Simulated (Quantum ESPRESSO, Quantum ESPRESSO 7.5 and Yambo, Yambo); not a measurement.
## NH4Br (P-43m): G0W0 with and without spin-orbit coupling

Wanted: the effect of spin-orbit coupling on the quasiparticle gap of NH4Br (P-43m).

Main program and level: Quantum ESPRESSO 7.5 and Yambo 5.3.0; PBEsol and many-body steps on it, plane waves.

## Step 1: Set-up

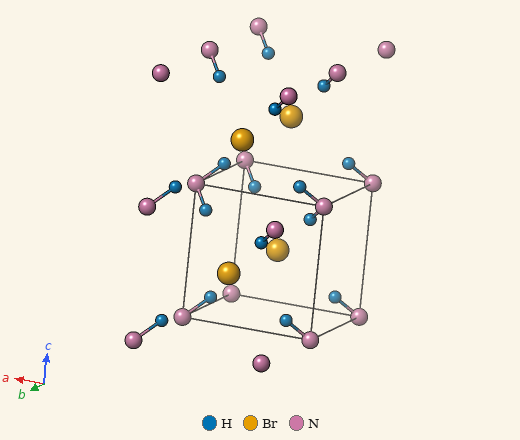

Start, viewed from a free direction; hydrogen blue, bromine orange, nitrogen pink. 1×2×2 cells are drawn. Bonds to atoms that aren't drawn are left out. Some periodic images of atoms are drawn too.

The cell and positions come from the Crystallography Open Database and are kept as given unless a step says otherwise.

## Step 2: Empty states on the mesh, 4×4×4 mesh, 85 bands

This step: Quantum ESPRESSO 7.5; DFT, PBEsol, plane waves, norm-conserving pseudopotentials.

The sums over transitions need many empty states on a uniform mesh; this step solves for them.

pw.in

```
&control
  calculation = 'nscf'
  prefix = 'x'
  outdir = 'o'
  pseudo_dir = 'pseudo'
/
&system
  ibrav = 0
  nat = 6
  ntyp = 3
  ecutwfc = 72.0
  nbnd = 85
  force_symmorphic = .true.
/
&electrons
  conv_thr = 1e-9
  electron_maxstep = 80
  diago_full_acc = .true.
  diago_thr_init = 5e-6
/
ATOMIC_SPECIES
  H 1.008 H.upf
  Br 79.904 Br.upf
  N 14.007 N.upf
CELL_PARAMETERS angstrom
  4.0000000000 0.0000000000 0.0000000000
  0.0000000000 4.0000000000 0.0000000000
  0.0000000000 0.0000000000 4.0000000000
ATOMIC_POSITIONS crystal
  H 0.1480000000 0.1480000000 0.1480000000
  H 0.1480000000 0.8520000000 0.8520000000
  H 0.8520000000 0.8520000000 0.1480000000
  H 0.8520000000 0.1480000000 0.8520000000
  Br 0.5000000000 0.5000000000 0.5000000000
  N 0.0000000000 0.0000000000 0.0000000000
K_POINTS automatic
  4 4 4 0 0 0
```

Launch:

```console
OMP_NUM_THREADS=1 mpirun -n 4 pw.x -nk 4 -in pw.in > pw.out
```

The program printed:

```text
Program PWSCF v.7.5 starts

     This program is part of the open-source Quantum ESPRESSO suite
     for quantum simulation of materials; please cite
         "P. Giannozzi et al., J. Phys.:Condens. Matter 21 395502 (2009);
         "P. Giannozzi et al., J. Phys.:Condens. Matter 29 465901 (2017);
         "P. Giannozzi et al., J. Chem. Phys. 152 154105 (2020);
     in publications or presentations arising from this work. More details at

     Atomic positions and unit cell read from directory:
     o/x.save/

     Message from routine setup:
[...]
k = 0.0000 0.0000-0.5000 (  4436 PWs)   bands (ev):

[...]
52.6458  52.8001  53.0057  53.0057  53.0949  53.0949  53.3610  53.7325
    54.3928  55.3697  56.3153  56.3672  56.3672  57.6653  59.0821  61.6506
    61.6506  62.6753  62.6753  62.7005  62.7736

          k = 0.0000 0.2500 0.2500 (  4466 PWs)   bands (ev):

     [... further k-points ...]

     highest occupied, lowest unoccupied level (ev):     1.0790    5.1764

     XML data file, pseudopotentials, collected wavefunctions

=------------------------------------------------------------------------------=
   JOB DONE.
=------------------------------------------------------------------------------=
```

Wall time 7.6 s (4 MPI ranks of Arm Neoverse V2, shared host); peak memory 0.33 GiB; 30 s of CPU time.

This step gave:

* gap: 4.097 eV
* k of the valence top: 0, -0.5, -0.5
* k of the conduction bottom: 0, 0, 0
* least direct gap: 4.185 eV
* k points computed: 10
* lowest point of the top converged band, above the valence top: 59.1602 eV

On this mesh the gap is 4.097 eV.

The density comes from a self-consistent run that is not shown.

## Step 3: Conversion and set-up

This step: Yambo 5.3.0; conversion and set-up on PBEsol, plane waves, norm-conserving pseudopotentials.

The states are converted to the many-body program's format and the q mesh is built.

Launch:

```console
(cd o/x.save; p2y > p2y.log; mv SAVE ../..); yambo > setup.log
```

The program printed:

```text
 Yambo, version 5.3.0

 [02] CORE Variables Setup
 =========================

  [02.01] Unit cells
  ==================

  Cell kind             :  CUB
  Atoms in the cell     :  H  Br  N
  number of H  atoms    :   4
  number of Br atoms    :  1
  number of N  atoms    :  1

  List of atomic masses
  Mass of H     :  1.008000
  Mass of Br    :  79.90400
  Mass of N     :  14.00700

  List of atomic coordinates    : [cc]
  H1       :  1.118718  1.118718  1.118718  order 1
  H2       :  1.118718  6.440187  6.440187  order 2
  H3       :  6.440187  6.440187  1.118718  order 3
[...]
IBZ Q-points                                      :  10
 BZ  Q-points                                      :   64

 K/Q-points units:
 rlu = crystal or reduced units; cc = cartesian coordinates; iku = interal k-units

 Q [ 1]         [rlu]:  0.000000  0.000000  0.000000
 Q [ 2]         [rlu]:  0.000000  0.000000  0.250000
 Q [ 3]         [rlu]:  0.000000  0.000000 -0.500000
[...]
Q [ 8]         [rlu]:  0.250000  0.250000 -0.500000
 Q [ 9]         [rlu]:  0.250000 -0.500000 -0.500000
 Q [10]         [rlu]: -0.500000 -0.500000 -0.500000

  [03.01] X indexes
  =================

   [03.01.01] Sigma indexes
   ========================

 [06] Game Over & Game summary
```

It took 2.2 s on 1 MPI rank; peak memory 0.25 GiB.

## Step 4: Scalar-relativistic

G0W0 replaces the xc potential by the self-energy, built once from these orbitals. Only a window of levels is corrected, while the sums run over the empty bands that the input names.

This step: G0W0 on PBEsol, plane waves, norm-conserving pseudopotentials.

gw1.in

```
HF_and_locXC
gw0
dyson
ppa
em1d
rim_cut
RandQpts= 1000000
RandGvec= 1 RL
EXXRLvcs= 72 Ry
VXCRLvcs= 288 Ry
Chimod= "HARTREE"
% BndsRnXp
 1 | 85 |
%
NGsBlkXp= 8.5 Ry
% LongDrXp
 1 | 1 | 1 |
%
% GbndRnge
 1 | 85 |
%
DysSolver= "n"
ExtendOut
PPAPntXp= 27.21138 eV
% QPkrange
 6 | 6 | 7 | 10 |
 1 | 1 | 7 | 10 |
%
```

Launch:

```console
OMP_NUM_THREADS=1 mpirun -n 4 yambo -F gw1.in -J gw1 -C gw1 > gw1.log
```

The program printed:

```text
 Yambo, version 5.3.0

 [02] CORE Variables Setup
 =========================

  [... cell, symmetries and grids as in the set-up ...]

  [02.05] Energies & Occupations
  ==============================

  [X] === General ===
  [X] Electronic Temperature                        :  0.000000  0.000000 [eV K]
  [X] Bosonic    Temperature                        :  0.000000  0.000000 [eV K]
  [X] Finite Temperature mode                       : no
  [X] El. density                                   :  0.25000E+24 [cm-3]
  [X] Fermi Level                                   :  1.079024 [eV]

  [X] === Gaps and Widths ===
  [X] Conduction Band Min                           :  4.097338 [eV]
  [X] Valence Band Max                              :  0.000000 [eV]
  [X] Filled Bands                                  :   8
  [X] Empty Bands                                   :    9   85
  [X] Direct Gap                                    :  4.184637 [eV]
  [X] Direct Gap localized at k                     :  1
  [X] Indirect Gap                                  :  4.097338 [eV]
  [X] Indirect Gap between kpts                     :   6   1
  [X] Last valence band width                       :  1.471107 [eV]
  [X] 1st conduction band width                     :  3.655939 [eV]

 [03] Transferred momenta grid and indexing
 ==========================================

 IBZ Q-points                                      :  10
 BZ  Q-points                                      :   64

 K/Q-points units:
 rlu = crystal or reduced units; cc = cartesian coordinates; iku = interal k-units

 Q [ 1]         [rlu]:  0.000000  0.000000  0.000000
 Q [ 2]         [rlu]:  0.000000  0.000000  0.250000
 Q [ 3]         [rlu]:  0.000000  0.000000 -0.500000
 Q [ 4]         [rlu]:  0.000000  0.250000  0.250000
 Q [ 5]         [rlu]:  0.000000  0.250000 -0.500000
 Q [ 6]         [rlu]:  0.000000 -0.500000 -0.500000
 Q [ 7]         [rlu]:  0.250000  0.250000  0.250000
 Q [ 8]         [rlu]:  0.250000  0.250000 -0.500000
 Q [ 9]         [rlu]:  0.250000 -0.500000 -0.500000
 Q [10]         [rlu]: -0.500000 -0.500000 -0.500000

 [04] Coloumb potential Random Integration (RIM)
 ===============================================

  [04.01] RIM initialization
  ==========================

  * Diagonal components only detected *

  8 x (sBL volume)        :  0.071792 [a.u.]
  sBZ random points       :  1000000
  Points outside the sBZ  :   7992674
  RL volume               :  0.574332 [a.u.]
  Integrated volume       :  0.574858 [a.u.]

  [04.02] RIM integrals
  =====================

  Gamma point sphere radius             :  0.075389 [a.u.]
  Points outside the sphere             :   799758
  [Int_sBZ(q=0) 1/q^2]*(Vol_sBZ)^(-1/3) =:  7.677921
                                 should be <:  7.795600

  Summary of Coulomb integrals for non-metallic bands |Q|[au] RIM/Bare

  Q [1] 0.100000E-4 0.984904 * Q [2] 0.207807 1.050352
  Q [4] 0.293884 1.049366 * Q [7] 0.359933 1.034451
  Q [3] 0.415615 1.019613 * Q [5] 0.464671 1.017741
  Q [8] 0.509022 1.015471 * Q [6] 0.587768 1.012059
  Q [9] 0.623422 1.010860 * Q [10] 0.719866 1.008585

 [05] Dipoles
 ============

  [05.01] Setup: observables and procedures
  =========================================

 [06] Dynamic Dielectric Matrix (PPA)
 ====================================

 [WR./gw1//ndb.pp]---------------------------------------------------------------
  Brillouin Zone Q/K grids (IBZ/BZ)                :   10   64   10   64
  RL vectors                                       :   5575 [WF]
  Coulomb cutoff potential                         : none
  Electronic Temperature                           :  0.000000 [K]
  Bosonic    Temperature                           :  0.000000 [K]
  PPA    diel. fun.  energies                      : Perdew, Burke & Ernzerhof SOL(X)+Perdew, Burke & Ernzerhof SOL(C)
  wavefunctions                                    : Perdew, Burke & Ernzerhof SOL(X)+Perdew, Burke & Ernzerhof SOL(C)
  Global Gauge                                     : length
  X matrix size                                    :  179
  X band range                                     :    1   85
  X e/h energy range                               : -1.000000 -1.000000 [eV]
  X Time ordering                                  : R
  X Hxc Kernel                                     : HARTREE
  X Drude frequency                                :  0.000000  0.000000
  X poles                                          :  100.0000 [o/o]
  RL vectors in the sum                            :   5575
  [r,Vnl] included                                 : yes
  Field direction                                  :  0.577350E-5  0.577350E-5  0.577350E-5
  BZ energy Double Grid                            : no
  BZ energy DbGd points                            : 0
  BZ Q point size factor                           : -1.000000
  X Optical Averaged directions                    : none

 [07] Local Exchange-Correlation + Non-Local Fock
 ================================================

 [VXC] Plane waves :   35585
 [EXS] Plane waves :   4553

 QP @ state[ 1 ] K range:  1  1
 QP @ state[ 1 ] b range:   7  10
 QP @ state[ 2 ] K range:   6   6
 QP @ state[ 2 ] b range:   7  10

 [xc] Functional : Perdew, Burke & Ernzerhof SOL(X)+Perdew, Burke & Ernzerhof SOL(C)
 [xc] LIBXC used to calculate xc functional
  PP Number of Atomic Species                      :  3
  NLCC RL compoments                               :   35585
  PP Number of Atomic Species                      :  3
  NLCC RL compoments                               :   35585

 [xc] E_xc :  -6.509624 [Ha]
      E_xc :  -13.01925 [Ry]

  Local XC kind (lXC) : Perdew, Burke & Ernzerhof SOL(X)+Perdew, Burke & Ernzerhof SOL(C)
  Non-Local XC kind (nlXC) : Hartree-Fock

  Corrections @ K [1] :  [eV]
 <7|nlXC|7> = -16.66518 -0.72572E-17 <7|lXC|7> = -12.99873 -0.11801E-16
 <8|nlXC|8> = -16.66521  0.33323E-17 <8|lXC|8> = -12.99873  0.000000
 <9|nlXC|9> = -5.012818 -0.13038E-17 <9|lXC|9> = -9.265701  0.47204E-16
 <10|nlXC|10> = -2.999239 -0.15611E-17 <10|lXC|10> = -7.167321 -0.28323E-15

  Corrections @ K [6] :  [eV]
 <7|nlXC|7> = -16.53422  0.28932E-17 <7|lXC|7> = -12.54733  0.11801E-16
 <8|nlXC|8> = -16.53186  0.24844E-16 <8|lXC|8> = -12.86961  0.000000
 <9|nlXC|9> = -4.391801 -0.25586E-18 <9|lXC|9> = -8.740475 -0.47204E-16
 <10|nlXC|10> = -4.300162  0.20348E-17 <10|lXC|10> = -8.981474 -0.23602E-16

 [08] Dyson equation: Newton solver
 ==================================

  [08.01] G0W0 (W PPA)
  ====================

  [  GW  ] Bands range     :    1   85
  [GW/PPA] G damping       :  0.100000 [eV]

  QP @ state[ 1 ] K range:  1  1
  QP @ state[ 1 ] b range:   7  10
  QP @ state[ 2 ] K range:   6   6
  QP @ state[ 2 ] b range:   7  10

   Sc/G bands                                       :    1   85
   Sc/G damping                                     :  0.100000 ev
   Sc bands terminator                              : no
   Sx RL components                                 :   4553

   QP @ state[ 1 ] K range                          :  1  1
   QP @ state[ 1 ] b range                          :   7  10
   QP @ state[ 2 ] K range                          :   6   6
   QP @ state[ 2 ] b range                          :   7  10
   GF energies kind                                 : Perdew, Burke & Ernzerhof SOL(X)+Perdew, Burke & Ernzerhof SOL(C)
   GF WF`s kind                                     : Perdew, Burke & Ernzerhof SOL(X)+Perdew, Burke & Ernzerhof SOL(C)
   Xs energies kind                                 : Perdew, Burke & Ernzerhof SOL(X)+Perdew, Burke & Ernzerhof SOL(C)
   Xs WF`s kind                                     : Perdew, Burke & Ernzerhof SOL(X)+Perdew, Burke & Ernzerhof SOL(C)

 [11] Game Over & Game summary
```

The job ended after 35 s (4 MPI ranks; peak memory 1.5 GiB; 2.2 min of CPU time).

This step gave:

* G0W0 gap on the points computed: 6.446 eV
* starting gap on the mesh: 4.097 eV
* k of the valence top: 0, -0.5, -0.5
* k of the conduction bottom: 0, 0, 0
* least direct G0W0 gap on the computed points: 6.517 eV
* Z at the valence top: 0.8192
* Z at the conduction bottom: 0.8540

The gap on the mesh goes from 4.10 eV to 6.45 eV, a correction of +2.35 eV.

## Step 5: Empty states on the mesh, 4×4×4 mesh, 170 bands

This step: Quantum ESPRESSO 7.5; DFT, PBEsol with spin-orbit coupling, plane waves, norm-conserving pseudopotentials.

pw.in, as its differences from that of step 2:

```diff
@@ -11,4 +11,6 @@
   ecutwfc = 72.0
-  nbnd = 85
+  nbnd = 170
   force_symmorphic = .true.
+  noncolin = .true.
+  lspinorb = .true.
 /
```

Launch:

```console
OMP_NUM_THREADS=1 mpirun -n 4 pw.x -nk 4 -in pw.in > pw.out
```

The program printed:

```text
[banner, memory and clock lines left out]
Program PWSCF v.7.5 starts

     Atomic positions and unit cell read from directory:
     o/x.save/

     Message from routine setup:
     using ibrav=0 with symmetry is DISCOURAGED, use correct ibrav instead

     G-vector sticks info

     bravais-lattice index     =            0
     lattice parameter (alat)  =       7.5589  a.u.
     unit-cell volume          =     431.8934 (a.u.)^3
     number of atoms/cell      =            6
     number of atomic types    =            3
     number of electrons       =        16.00
[...]
k = 0.0000 0.0000 0.2500 (  4472 PWs)   bands (ev):

[...]
[... 10 further rows ...]
[...]
61.2222  61.2222

          k = 0.0000 0.0000-0.5000 (  4436 PWs)   bands (ev):

[...]
32.8787  32.8787  33.1252  33.1252  33.1809  33.1809  33.8133  33.8133
     [... 10 further rows ...]
    61.6522  61.6522  62.6746  62.6746  62.6753  62.6753  62.7001  62.7001
    62.7779  62.7779

          k = 0.0000 0.2500 0.2500 (  4466 PWs)   bands (ev):

     [... further k-points ...]

     highest occupied, lowest unoccupied level (ev):     1.1551    5.1786

     XML data file, pseudopotentials, collected wavefunctions
```

Elapsed: 40 s, on 4 MPI ranks; peak memory 0.74 GiB; 2.7 min of CPU time.

Numbers from this step:

| Quantity | Value |
| --- | --- |
| gap | 4.024 eV |
| k of the valence top | 0, 0, 0 |
| k of the conduction bottom | 0, 0, 0 |
| least direct gap | 4.024 eV |
| k points computed | 10 |
| lowest point of the top converged band, above the valence top | 59.0838 eV |

On this mesh the gap is 4.024 eV.

The density comes from a self-consistent run that is not shown, made with spin-orbit coupling and fully relativistic files.

(Part 1 of 2 ends here.)

[Paths, hosts, dates, memory and timing lines, banners, echoed tables and standing remarks are left out of the program output.]

[Logs are printed without paths, hosts, clocks, repeated set-up lines and the standing remarks that a program may print on its own settings, such as how far it seeks lower states.]

[Runs of the session that timed out or met a known fault of the program may be left out.]

[Hosts, paths, dates, database ids (printed as entryN), source tags and the programs' standing remarks are cut or masked in the printed files.]
